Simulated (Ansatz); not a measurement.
# ClH₃Si···H₂O: what the fields show

```yaml
atoms:
  - { symbol: Si, position_ang: [0.4198, -0.2626, -0.3994] }
  - { symbol: O, position_ang: [-0.6629, -0.0832, 2.3714] }
  - { symbol: H, position_ang: [-1.1523, -0.9300, 2.3469] }
  - { symbol: H, position_ang: [0.9856, -0.3525, -1.7943] }
  - { symbol: H, position_ang: [0.5656, 1.1348, 0.1210] }
  - { symbol: H, position_ang: [-0.9940, -0.7659, -0.4087] }
  - { symbol: Cl, position_ang: [1.6328, -1.5806, 0.7408] }
  - { symbol: H, position_ang: [0.2395, -0.3906, 2.5973] }
```

Theory: Ansatz, RKS PBE-D4/cc-pVDZ.

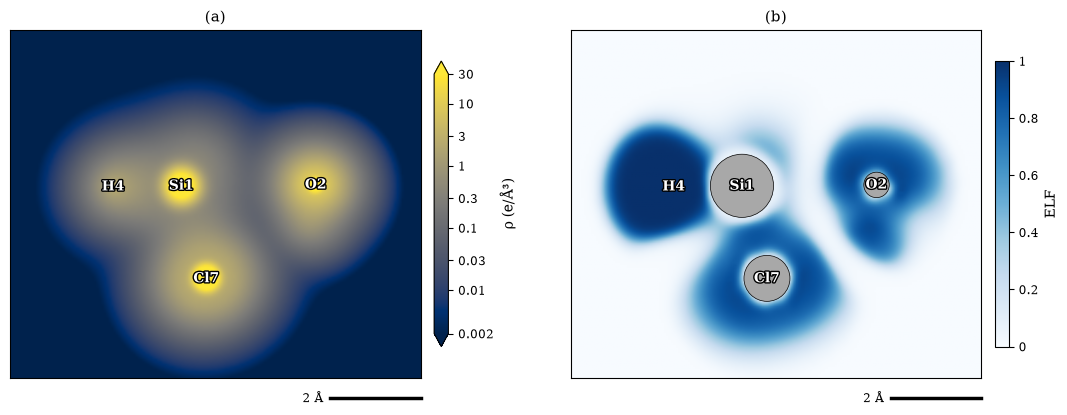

Figure 1. (a) total electron density; (b) electron localisation function on the plane of atoms H4, Si1 and Cl7. Grey discs cover the atomic cores in the ELF map.

Q: Read the bonding off the picture.

A: The plane passes through Si, O, H and Cl nuclei.
Si1···O2 (2.98 Å): the density falls to about 0.09 e/Å³ on the way; the ELF dips to about 0.05 between them.
Si–Cl (2.12 Å): ρ at the midpoint is about 0.76 e/Å³; the ELF peaks at about 0.85 between the atoms: a shared but strongly polarised pair.
Si–H (1.51 Å): ρ is about 0.74 e/Å³ halfway; the ELF climbs to about 1 towards the hydrogen, as it does in any bond to H.
The ELF also peaks beside Cl7 and O2, away from the bonds: lone-pair regions.

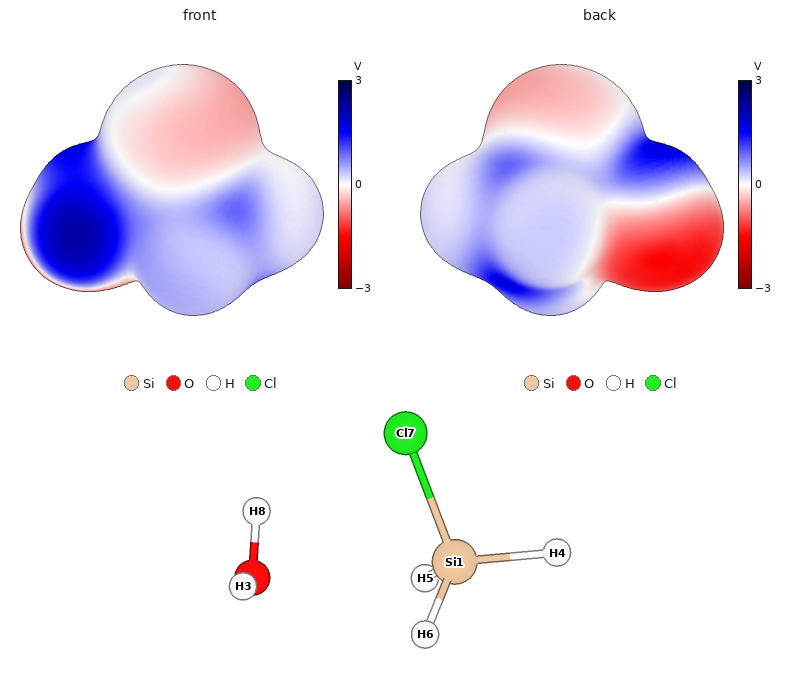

Figure 2. The electrostatic potential painted on the density surface at 0.002 e/bohr³, seen from the front and from behind; red is negative and blue positive. The bare structure is drawn below in the same view.

Q: Describe the electrostatic potential map.

A: The most negative region (about −1.5 V) lies over O2, the most positive (about +2.2 V) over H3. O2 is the likeliest acceptor of a hydrogen bond.

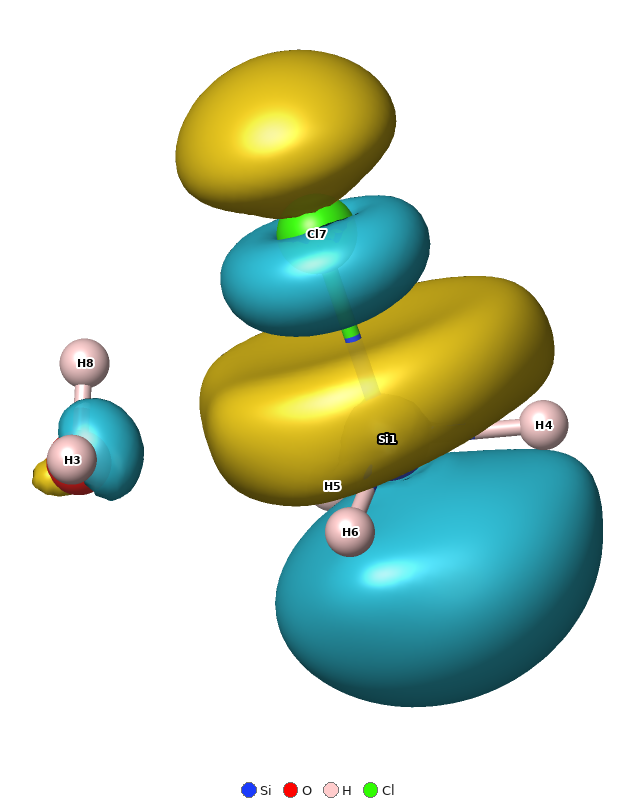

Figure 3. The LUMO at ±0.08 Å⁻³ᐟ² (yellow and cyan are the two phases), seen across its widest extent.

Q: Describe this orbital and give its energy.

A: By Hirshfeld shares it lies mainly on Si1 (about 55 %) and Cl7 (about 25 %). Its energy is −0.91 eV.
